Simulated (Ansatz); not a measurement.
System: B₄PdRu₂.

```cif
data_structure
_symmetry_space_group_name_H-M 'P 1'
_symmetry_Int_Tables_number 1
_cell_length_a 2.8941
_cell_length_b 2.8941
_cell_length_c 9.6098
_cell_angle_alpha 90.000
_cell_angle_beta 90.000
_cell_angle_gamma 120.000
_cell_volume 69.71
loop_
_atom_site_label
_atom_site_type_symbol
_atom_site_fract_x
_atom_site_fract_y
_atom_site_fract_z
_atom_site_occupancy
B1 B 0.33333 0.66667 0.54233 1
B2 B 0.66667 0.33333 0.61061 1
B3 B 0.66667 0.33333 0.15319 1
B4 B 0.33333 0.66667 0.23312 1
Ru1 Ru 0.66667 0.33333 0.38334 1
Ru2 Ru 0.33333 0.66667 0.01509 1
Pd1 Pd 0.00000 0.00000 0.76530 1
```

Space group P3m1; a generated structure, not necessarily the stable one; computed pressure about −3 GPa in this cell; computed without spin polarisation.

All numbers below come from DFT r2SCAN, scalar-relativistic, plane waves, PAW (Ansatz).

What can the converged valence pseudo-density and electron localisation function tell about the bonding?

Answer. B–B (1.80 Å): ρ at the midpoint is about 0.74 e/Å³; the ELF peaks at about 0.85 between the atoms.
B–Ru (2.10 Å): ρ is about 0.78 e/Å³ halfway; the ELF peaks at about 0.65 in the valence shell of B, 0.7 Å from its nucleus, and is about 0.30 at the midpoint.
B–B (1.84 Å): ρ is about 0.69 e/Å³ halfway; the ELF peaks at about 0.80 between the atoms.
B–Ru (2.18 Å): ρ is about 0.62 e/Å³ halfway; the ELF peaks at about 0.60 in the valence shell of B, 0.7 Å from its nucleus, and is about 0.25 at the midpoint.
Bader's partition of the density gives B −0.10 to +0.01, Ru +0.06 to +0.19 and Pd −0.07 e.

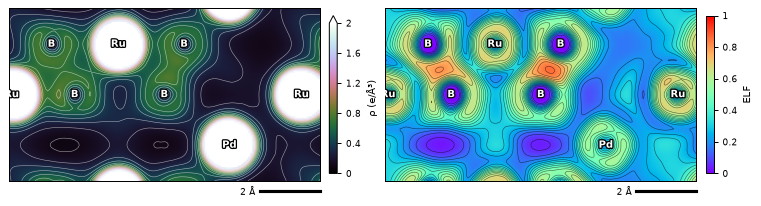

Computed valence pseudo-density and electron localisation function on the (110) plane of the conventional cell, in this order. 

In a PAW calculation such maps are meaningful between the atoms, not at the nuclei.
